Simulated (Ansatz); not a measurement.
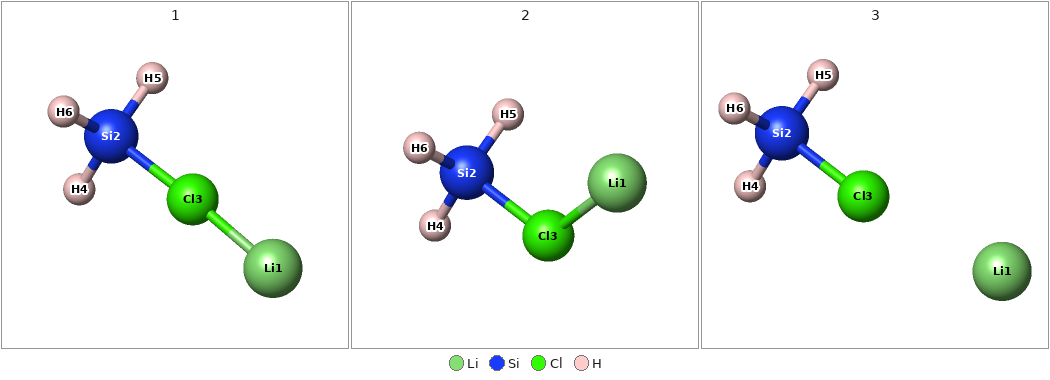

ClH3LiSi, charge +1. The turn is about an axis along (−0.36, −0.93, −0.02) in the frame of the relaxed pair, normal to the line between the partners. First axis: distance Cl3···Li1. Second axis: turn of Li1 about Cl3. The scan uses a 15 × 15 grid. At 14 points there is no value (left out of the scan, as a rule where atoms come close). Points are written as (first, second). Energies: kJ/mol, counted from the lowest grid point. Computed with RKS PBE0-D4/def2-SVPD (Ansatz).

The numbered pictures are structures from this grid.

Which is the most stable, and how do the others follow?

Answer. 2, at (2.199 Å, 0.0°): 0 kJ/mol; 1, at (2.199 Å, −64.3°): 13 kJ/mol; 3, at (3.522 Å, −51.4°): 61 kJ/mol.

The map, with the structures marked:

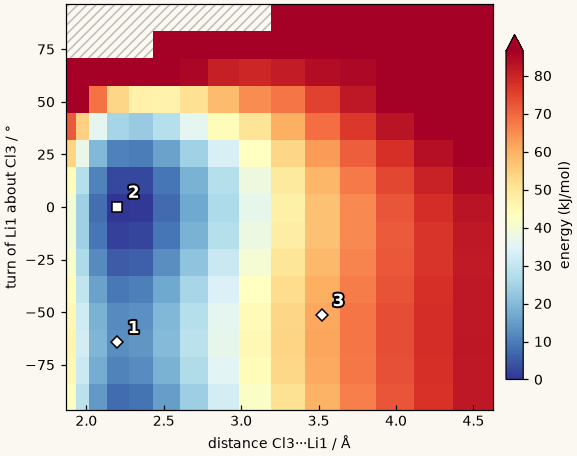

The picture shows one coloured cell a grid point, one colour for all values above the top of the scale, hatched blanks where no value was computed.
